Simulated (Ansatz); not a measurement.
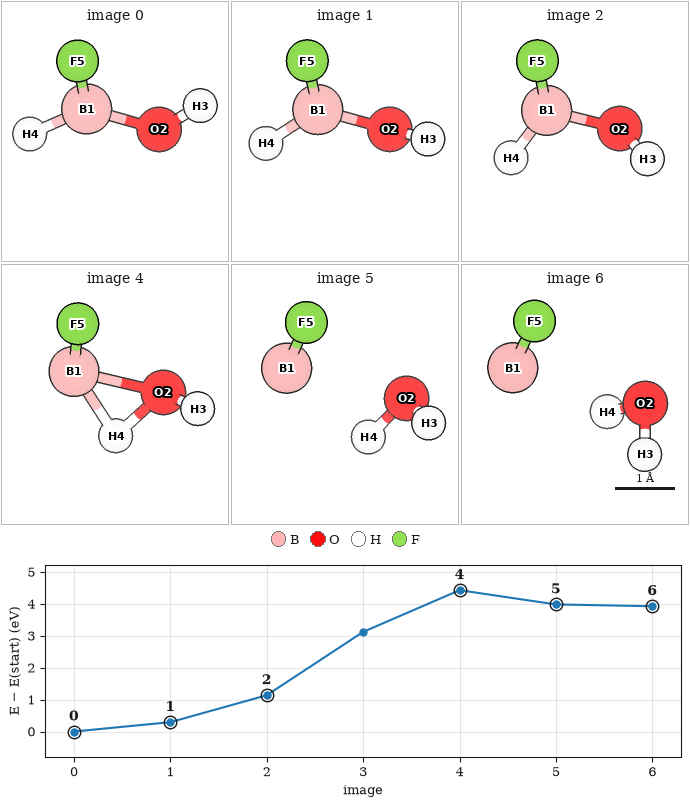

NEB run on BH₂OF. Images are numbered from 0 (start) to 6 (end). A ball-and-stick model, seen from a free direction.

All numbers below come from Ansatz 0.2.0, RKS PBE-D4/def2-SVP.

The input:
```yaml
crystal:
  periodic: [false, false, false]
  atoms:
    - { symbol: B, position_ang: [0.384894, -0.014626, 0.083653] }
    - { symbol: O, position_ang: [0.578491, -0.118934, 1.418922] }
    - { symbol: H, position_ang: [-0.262736, -0.209952, 1.907266] }
    - { symbol: H, position_ang: [1.34101, 0.104454, -0.651379] }
    - { symbol: F, position_ang: [-0.85676, -0.042341, -0.426863] }
basis:
  gaussian: { orbitals: def2-SVP }
hamiltonian:
  xc: pbe
  dispersion: d4
neb:
  order_check: false
  images: 5
  f_tol: 0.03
  max_iterations: 60
  final_atoms:
    - { symbol: B, position_ang: [-0.25101355, -0.48683462, -0.79126227] }
    - { symbol: O, position_ang: [0.76297987, 0.37997231, 1.32045152] }
    - { symbol: H, position_ang: [0.51747774, -0.42068267, 1.82521609] }
    - { symbol: H, position_ang: [1.48187723, 0.03783851, 0.75085594] }
    - { symbol: F, position_ang: [-1.32642229, 0.20830746, -0.77366229] }
  initial_path:
    images:
      - { positions_ang: [[0.384894, -0.014626, 0.083653], [0.578491, -0.118934, 1.418922], [-0.262736, -0.209952, 1.907266], [1.34101, 0.104454, -0.651379], [-0.85676, -0.042341, -0.426863]] }
      - { positions_ang: [[0.25672503, -0.01206002, 0.05544182], [0.69332816, -0.07502548, 1.38538175], [-0.1707046, -0.22803305, 1.82439448], [1.35743026, 0.06767662, -0.42840124], [-0.95187986, -0.03395707, -0.50521781]] }
      - { positions_ang: [[0.12855607, -0.00949403, 0.02723064], [0.80816532, -0.03111695, 1.35184149], [-0.0786732, -0.2461141, 1.74152297], [1.37385052, 0.03089924, -0.20542348], [-1.04699972, -0.02557315, -0.58357262]] }
      - { positions_ang: [[0.0003871, -0.00692805, -0.00098053], [0.92300248, 0.01279157, 1.31830124], [0.01335821, -0.26419516, 1.65865145], [1.39027079, -0.00587815, 0.01755427], [-1.14211958, -0.01718922, -0.66192743]] }
      - { positions_ang: [[-0.08341311, -0.1668969, -0.26440778], [0.86966161, 0.13518515, 1.319018], [0.18139805, -0.31635766, 1.714173], [1.42080627, 0.00869407, 0.26198816], [-1.20355382, 0.05797634, -0.69917238]] }
      - { positions_ang: [[-0.16721333, -0.32686576, -0.52783502], [0.81632074, 0.25757873, 1.31973476], [0.34943789, -0.36852016, 1.76969455], [1.45134175, 0.02326629, 0.50642205], [-1.26498805, 0.1331419, -0.73641733]] }
      - { positions_ang: [[-0.25101355, -0.48683462, -0.79126227], [0.76297987, 0.37997231, 1.32045152], [0.51747774, -0.42068267, 1.82521609], [1.48187723, 0.03783851, 0.75085594], [-1.32642229, 0.20830746, -0.77366229]] }
```

Command:
```bash
ansatz run input.yaml --threads 1 --pin off --max-ram 2048MiB --backend cpu --events-out ev --progress --plain --runs-dir out
```

Q: What happens along the path, and what is the barrier?

A: The highest point, image 4, lies 4.43 eV above the start and 0.50 eV above the end; the end is at +3.93 eV relative to the start. Breaking: B1–H4 (1.21 → 1.50 at the top → 2.38 Å), B1–O2 (1.35 → 1.64 at the top → 2.50 Å). Forming: O2–H4 (2.22 → 1.13 at the top → 0.98 Å). The band converged in 30 iterations, with a climbing image at the top.

The run took 99 s on 1 thread of AMD EPYC 7R43 64-Core Processor (Zen 3), on a shared host, peak memory 0.11 GiB.
